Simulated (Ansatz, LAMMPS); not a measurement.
# Relaxing amorphous 25SiO2-75GeO2 (mol %) (96 atoms), part 3 of 4

Wanted: the relaxed structure of amorphous 25SiO2-75GeO2 (mol %) (96 atoms) and its electronic structure.

Ansatz 0.2.0; Kohn-Sham DFT, PBE, PAW (set soft_2), plane waves.

The cell: 8 Si, 24 Ge and 64 O. The quench rate of 50 K/ps is orders of magnitude faster than experiment. The starting topology of bonds comes from the classical model. Only the Γ point is sampled, in a cell whose shortest periodic width is 11 Å.

So far. Step 4 (Cell and atoms relaxed): The relaxation changed the energy by -100 meV/atom, and atoms moved by 0.38 Å r.m.s., 0.86 Å at most.

## (6) Single point at the relaxed geometry

One more single point at the end of the walk gives the fuller output and checks the residual forces.

input.yaml reads:

```yaml
crystal:
  lattice:
    - [11.61729, -0.66005, -0.32608]
    - [-0.66005, 10.87816, -0.13732]
    - [-0.32608, -0.13732, 11.54514]
  atoms:
    - { symbol: Si, position: [0.7237, 0.8428, 0.71985] }
    - { symbol: Si, position: [0.11283, 0.71238, 0.23845] }
    - { symbol: Si, position: [0.62259, 0.17329, 0.20611] }
    - { symbol: Si, position: [0.51198, 0.6275, 0.24371] }
    - { symbol: Si, position: [0.32674, 0.72183, 0.85578] }
    - { symbol: Si, position: [0.39271, 0.8867, 0.47668] }
    - { symbol: Si, position: [0.53544, 0.62672, 0.74991] }
    - { symbol: Si, position: [0.61915, 0.29347, 0.46214] }
    - { symbol: Ge, position: [0.31023, 0.93323, 0.22357] }
    - { symbol: Ge, position: [0.35855, 0.20675, 0.17761] }
    - { symbol: Ge, position: [0.82488, 0.46328, 0.39526] }
    - { symbol: Ge, position: [0.25139, 0.29559, 0.94304] }
    - { symbol: Ge, position: [0.92066, 0.00881, 0.49743] }
    - { symbol: Ge, position: [0.86714, 0.20504, 0.06807] }
    - { symbol: Ge, position: [0.04893, 0.13426, 0.75207] }
    - { symbol: Ge, position: [0.89815, 0.73151, 0.55235] }
    - { symbol: Ge, position: [0.7143, 0.52209, 0.12509] }
    - { symbol: Ge, position: [0.4819, 0.50449, 0.48584] }
    - { symbol: Ge, position: [0.23836, 0.63019, 0.48686] }
    - { symbol: Ge, position: [0.68658, 0.42472, 0.86098] }
    - { symbol: Ge, position: [0.09105, 0.6151, 0.71969] }
    - { symbol: Ge, position: [0.87943, 0.78026, 0.13118] }
    - { symbol: Ge, position: [0.29297, 0.11456, 0.60492] }
    - { symbol: Ge, position: [0.64476, 0.89062, 0.16105] }
    - { symbol: Ge, position: [0.91045, 0.95401, 0.92238] }
    - { symbol: Ge, position: [0.65727, 0.03067, 0.55038] }
    - { symbol: Ge, position: [0.94722, 0.36722, 0.83461] }
    - { symbol: Ge, position: [0.26108, 0.3292, 0.39531] }
    - { symbol: Ge, position: [0.27405, 0.57771, 0.09075] }
    - { symbol: Ge, position: [0.99003, 0.2446, 0.33385] }
    - { symbol: Ge, position: [0.46234, 0.94837, 0.97105] }
    - { symbol: Ge, position: [0.47232, 0.20674, 0.81925] }
    - { symbol: O, position: [0.89298, 0.32697, 0.40728] }
    - { symbol: O, position: [0.63377, 0.18753, 0.55576] }
    - { symbol: O, position: [0.26016, 0.42861, 0.03494] }
    - { symbol: O, position: [0.94229, 0.24406, 0.73083] }
    - { symbol: O, position: [0.38171, 0.86164, 0.33629] }
    - { symbol: O, position: [0.37622, 0.31253, 0.85979] }
    - { symbol: O, position: [0.96407, 0.85445, 0.0268] }
    - { symbol: O, position: [0.30128, 0.98057, 0.517] }
    - { symbol: O, position: [0.60836, 0.28914, 0.79815] }
    - { symbol: O, position: [0.83069, 0.06459, 0.98788] }
    - { symbol: O, position: [0.98442, 0.70947, 0.67922] }
    - { symbol: O, position: [0.92286, 0.32917, 0.98353] }
    - { symbol: O, position: [0.37246, 0.60662, 0.21382] }
    - { symbol: O, position: [0.49104, 0.34426, 0.47444] }
    - { symbol: O, position: [0.81302, 0.85162, 0.83327] }
    - { symbol: O, position: [0.0353, 0.02699, 0.86745] }
    - { symbol: O, position: [0.5278, 0.93224, 0.51217] }
    - { symbol: O, position: [0.94864, 0.85387, 0.46312] }
    - { symbol: O, position: [0.96228, 0.02784, 0.6438] }
    - { symbol: O, position: [0.77075, 0.01837, 0.45614] }
    - { symbol: O, position: [0.40295, 0.63026, 0.78709] }
    - { symbol: O, position: [0.12119, 0.26851, 0.86043] }
    - { symbol: O, position: [0.6346, 0.24029, 0.33378] }
    - { symbol: O, position: [0.32571, 0.68715, 0.99216] }
    - { symbol: O, position: [0.57136, 0.76697, 0.23048] }
    - { symbol: O, position: [0.73626, 0.21641, 0.13711] }
    - { symbol: O, position: [0.11985, 0.35028, 0.34868] }
    - { symbol: O, position: [0.42986, 0.13694, 0.68102] }
    - { symbol: O, position: [0.05555, 0.49718, 0.8168] }
    - { symbol: O, position: [0.97297, 0.20415, 0.18472] }
    - { symbol: O, position: [0.80211, 0.48135, 0.24474] }
    - { symbol: O, position: [0.77626, 0.66173, 0.06803] }
    - { symbol: O, position: [0.19018, 0.10375, 0.70789] }
    - { symbol: O, position: [0.17218, 0.85026, 0.20779] }
    - { symbol: O, position: [0.82013, 0.44313, 0.79623] }
    - { symbol: O, position: [0.60505, 0.02481, 0.228] }
    - { symbol: O, position: [0.3872, 0.86499, 0.85317] }
    - { symbol: O, position: [0.57127, 0.5284, 0.16587] }
    - { symbol: O, position: [0.97304, 0.71806, 0.23308] }
    - { symbol: O, position: [0.26823, 0.18288, 0.05032] }
    - { symbol: O, position: [0.76689, 0.76772, 0.60741] }
    - { symbol: O, position: [0.34466, 0.33577, 0.27245] }
    - { symbol: O, position: [0.79474, 0.8885, 0.19276] }
    - { symbol: O, position: [0.50482, 0.21721, 0.14304] }
    - { symbol: O, position: [0.52801, 0.55376, 0.6242] }
    - { symbol: O, position: [0.53836, 0.60402, 0.38315] }
    [... 12 atom lines left out ...]
    - { symbol: O, position: [0.59251, 0.88556, 0.01331] }
    - { symbol: O, position: [0.15139, 0.66972, 0.36973] }
    - { symbol: O, position: [0.25835, 0.2394, 0.51733] }
    - { symbol: O, position: [0.37371, 0.94607, 0.09037] }
    - { symbol: O, position: [0.1981, 0.71847, 0.79435] }
    - { symbol: O, position: [0.15452, 0.55933, 0.59302] }
kpoints:
  mp_grid: { grid: [1, 1, 1] }
hamiltonian:
  xc: pbe
scf:
  occupations: { method: fermi_dirac, width: 0.025 }
output:
  forces: true
  stress: true
  populations: true
  dos:
    method: { smearing: { sigma: 0.08 } }
    de: 0.05
    projected: { site_lists: { Ge: [Ge], O: [O], Si: [Si] } }
  eigenvalues: true
  write_density: true
  write_potential: true
  volumetric_format: npy
```

On the command line:

```sh
$ ansatz run input.yaml --threads 4 --pin off --max-ram 8192MiB --backend cpu --events-out ev --progress --plain --runs-dir out
```

Numbers of over 12 decimals in the logs are rounded to 6 here.

What it wrote:

```text
[...]
Crystal: 96 atoms, lattice volume = 1452.549 Å³
Basis set: ecut = 420 eV, 28405 PW (Γ), exchange–correlation on 160×150×160 points (8 copies of the dense FFT grid, shifted against one another)
Bands: 472, of which v1, the nominal top of the filled ones, is band 376 counted from 1 (375 counted from 0)
Symmetry: 1 space group operations
[...]
k-points: 1
[...]
SCF iter   1: F=—  HF=-144498.230916 eV  |F-HF|=—  |Δ(HF+E_count)|=         —  Δρ=2.40e-3  dr2=1.14e-1  ethr=1.77e-3  ⟨swp⟩=5.0  Hψ=1889  notcnv=0  defer=64
[...]
SCF iter   9: F=-144498.226022 eV  HF=-144498.226022 eV  |F-HF|=1.17e-8  |Δ(HF+E_count)|=   1.32e-7  Δρ=2.15e-6  dr2=6.46e-8  ethr=1.33e-11  ⟨swp⟩=15.0  Hψ=3791  notcnv=0
SCF 1 converged in 9 iterations: F = -144498.226022 eV  dr2 = 6.46e-8
[...]
SCF converged after 9 iterations
Free energy (F): -144498.226022 eV
[...]
Internal energy: -144498.226022 eV  (E = F + TS)
E sigma→0 (E₀):  -144498.226022 eV
Fermi energy:    4.140527 eV
[...]
--- Forces (eV/Å), atoms counted from 1 ---
  atom   1  Si     0.00069144     0.00211528    -0.00636361
  atom   2  Si    -0.01508223    -0.00045125     0.00280026
  atom   3  Si    -0.00190966    -0.00283412    -0.00800313
  atom   4  Si    -0.00719695     0.00378552     0.01058689
  atom   5  Si     0.00126088     0.00565938     0.01045056
  atom   6  Si     0.00787001    -0.01216511     0.01376252
  atom   7  Si     0.00206081     0.00384921    -0.00358104
  atom   8  Si     0.00498615    -0.00271608    -0.00509392
  atom   9  Ge    -0.01029474     0.01488038    -0.00340837
  atom  10  Ge    -0.00232467    -0.00217077     0.00085521
  atom  11  Ge     0.00113280     0.00401794    -0.00158531
  atom  12  Ge    -0.00597317    -0.00832320    -0.00203088
  atom  13  Ge     0.00095693    -0.00368821     0.00022705
  atom  14  Ge    -0.00686047    -0.00787077    -0.00243843
[...]
atom  95  O      0.00099538    -0.00120153     0.00268620
  atom  96  O      0.00472636    -0.00011596    -0.01098659
  max |Σ_I F_I| component: 2.16e-4 eV/Å
--- Stress (GPa, compression-positive) ---
        0.016233      -0.000350      -0.006534
       -0.000350       0.009308       0.001042
       -0.006534       0.001042       0.007611
  P = ⅓ Tr σ = 0.0111 GPa (0.111 kbar)
--- Band table (eV) ---
[...]
--- Löwdin populations: 96 sites ---
  site symbol       q [e]
     0     Si      2.2424
     1     Si      2.2405
     2     Si      2.2530
[...]
95      O      6.7272
  spilling = 0.006693 (of n_electrons = 752.000000)
```

It took 28 s on 4 threads of Arm Neoverse V2, shared host; peak memory 2.1 GiB.

Numbers from this run:

| Quantity | Value |
| --- | --- |
| free energy | -144498.2260 eV |
| free energy per atom | -1505.1899 eV/atom |
| SCF cycles | 9 |
| pressure | 0.01105 GPa |
| r.m.s. force component | 0.00519 eV/Å |
| longest force | 0.02106 eV/Å |
| Fermi energy | 4.141 eV |
| gap (highest filled to lowest empty level) | 2.599 eV |
| spilling of the projection | 0.006693 |

Löwdin charges by element and coordination (they lack the spilled electrons, 0.052 e an atom on average):

```csv
element,coordination,atoms,mean charge (e),spread,least,most
Ge,all,24,1.61,0.0212,1.56,1.65
Ge,4,23,1.61,0.0188,1.57,1.65
Ge,5,1,1.56,0,1.56,1.56
O,all,64,-0.744,0.0205,-0.799,-0.686
O,2,63,-0.745,0.0193,-0.799,-0.710
O,3,1,-0.686,0,-0.686,-0.686
Si,all,8,1.76,0.0125,1.75,1.79
```

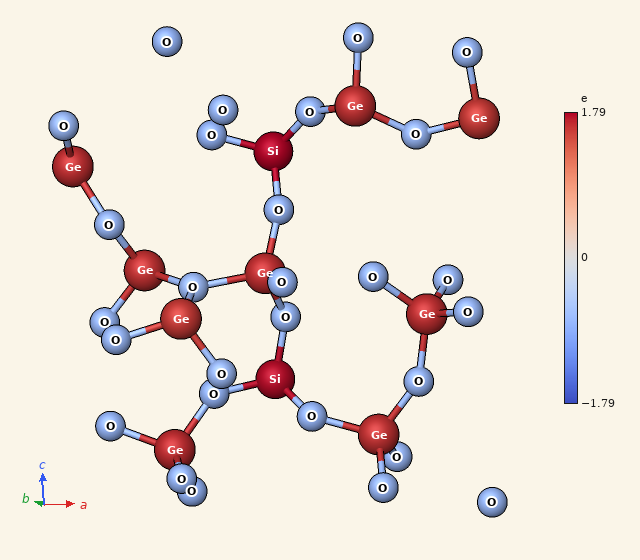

Atoms coloured by Löwdin charge. Drawn is a stretch of 10 Å of the 12 Å that the cell measures along a and a slice 4 Å thick, seen along the normal of the ac plane. Bonds to atoms that aren't drawn are left out.

Charge against the make-up of the first shell:

```csv
Ge neighbours of O,atoms,mean charge (e)
0,3,-0.79
1,26,-0.756
2,34,-0.732
3,1,-0.686
```

States in the cell by windows of 1 eV, zero at the Fermi level; the larger projections on atomic orbitals stand beside the total:

```csv
from (eV),to (eV),total,O p,Ge p,Ge s,O s
-18,-17,11.0,0.1,1.7,0.1,8.6
-17,-12,0.0,0.0,0.0,0.0,0.0
-12,-11,0.3,0.2,0.0,0.1,0.0
-11,-10,16.5,9.6,0.4,4.6,0.7
-10,-9,13.5,8.0,0.5,3.2,0.8
-9,-8,19.1,12.1,1.4,3.1,1.2
-8,-7,16.8,11.6,1.8,1.3,0.6
-7,-6,45.3,33.8,7.8,0.3,0.4
-6,-5,24.5,18.7,4.0,0.2,0.7
-5,-4,45.3,37.4,3.2,0.3,2.3
-4,-3,75.6,68.5,2.6,0.3,1.9
-3,-2,106.4,102.1,1.5,0.2,1.0
-2,-1,20.8,20.2,0.2,0.0,0.1
-1,1,0.0,0.0,0.0,0.0,0.0
1,2,2.0,0.4,0.0,1.0,0.4
2,3,7.9,2.1,0.7,3.5,1.2
3,4,14.8,3.8,1.5,6.3,2.1
4,5,15.5,4.0,2.9,5.4,2.0
```

Between -26 and -18 eV lie 349 more states.

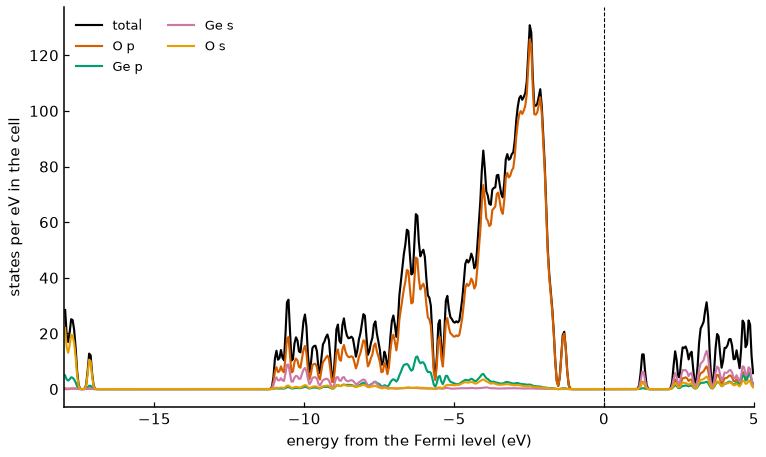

Total and projected density of states, with the broadening of the input.

The levels nearest the highest filled one (over half full), pooled over k-points and spins:

```csv
level less the highest filled one (eV),occupation
-0.552,2
-0.508,2
-0.452,2
-0.380,2
-0.0848,2
0,2
2.60,0
3.68,0
3.92,0
4.05,0
4.21,0
4.49,0
```

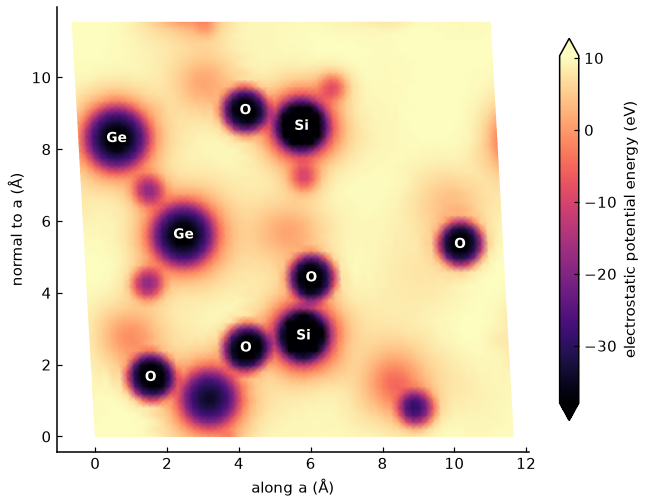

Electrostatic potential energy in the ac plane at fractional y = 0.615, with atoms of Si and Ge and O within 0.2 Å of it. With pseudopotentials it is smooth inside the atoms' cores, unlike the true potential.

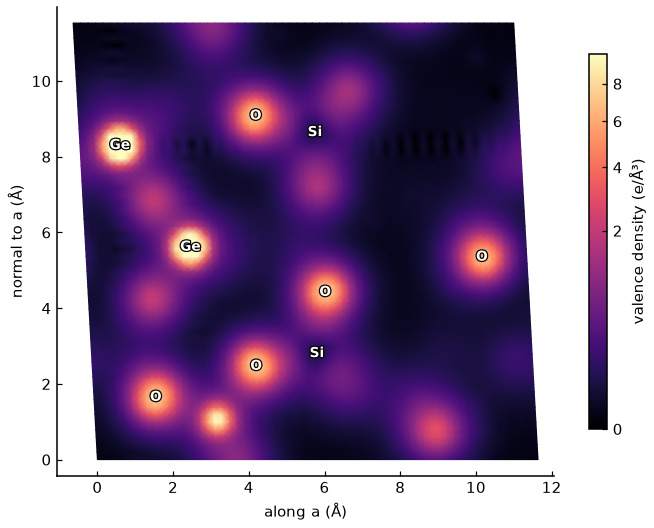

Valence density in the ac plane at fractional y = 0.615, with atoms of Si and Ge and O within 0.2 Å of it. It is the smooth field of the valence electrons, not physical close to the nuclei. The colour scale is stretched toward low values.

Mean Löwdin charges: Ge +1.61, O -0.74, Si +1.76 e (they miss 0.67 % of the electrons, so they add up to more than the cell's charge). The charge on O changes by +0.028 e for each Ge neighbour that takes the place of another kind, on average. The largest share in the top eV of filled states is O p (98 % of the projected weight), and in the lowest eV of empty states Ge s (50 % of the projected weight).

Local excerpt of 11 atoms (numbers count through the whole input) about Ge15, which has 5 bonded neighbours where the commonest count for Ge is 4; x, y, z are measured from there.

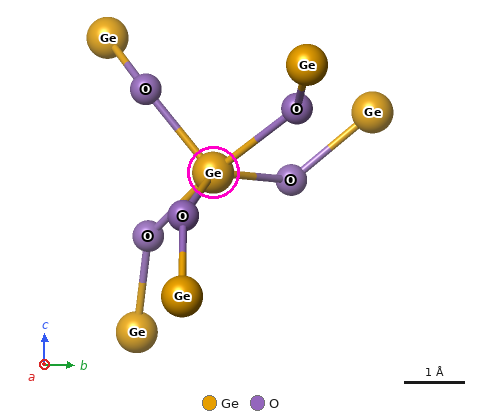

The atoms of the table, within 3.4 Å (arrows a, b, c point along x, y, z); some may hide others; the central atom is ringed.

```csv
atom,x,y,z,distance (Å),bonds,Löwdin charge (e)
Ge15,0.00,0.00,0.00,0.00,5,1.56
O48,-0.13,-1.17,1.35,1.79,2,-0.72
O65,1.68,-0.42,-0.55,1.81,2,-0.74
O36,-1.30,1.27,-0.23,1.83,2,-0.71
O51,-0.90,-1.09,-1.21,1.86,2,-0.75
O54,0.72,1.40,1.21,1.98,2,-0.73
Ge27,-1.36,2.59,0.95,3.08,4,1.57
Ge25,-1.55,-1.89,2.04,3.18,4,1.61
Ge13,-1.32,-1.25,-2.88,3.41,4,1.57
Ge23,2.90,-0.36,-1.78,3.42,4,1.62
Ge12,2.18,1.60,2.12,3.43,4,1.60
```

The column of bonds counts only the pairs O-Ge within 2.23 Å, O-Si within 2.08 Å; other neighbours, such as metal atoms beside each other in a compound, aren't counted, and periodic images can show an atom twice.

[end of part 3 of 4]

[Logs are printed without paths, hosts, clocks, repeated set-up lines and the standing remarks that a program may print on its own settings, such as how far it seeks lower states.]

[Hosts, paths, dates, database ids (printed as entryN), source tags and the programs' standing remarks are cut or masked in the printed files.]
